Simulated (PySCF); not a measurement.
SMILES [NH4+] (charge +1) at its PBE0/def2-SVP optimised geometry (Å):

```
5

N     -0.3432    -0.2427     0.0000
H     -0.6864    -0.7281     0.8407
H      0.6864    -0.2427     0.0000
H     -0.6864    -0.7281    -0.8407
H     -0.6864     0.7281     0.0000
```

Method: PBE0/def2-TZVP run with PySCF.

Map of the deformation density (molecule minus spherical neutral atoms) (e/bohr³) on the plane z = 0.6 Å:

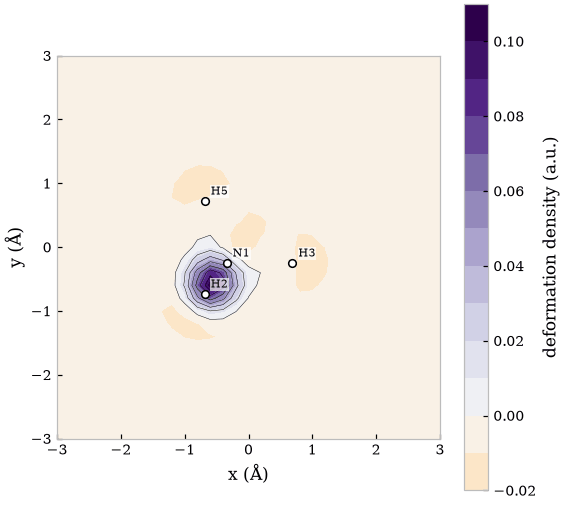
Figure: Deformation density (molecule minus spherical neutral atoms) (e/bohr³) on the plane z = 0.6 Å.
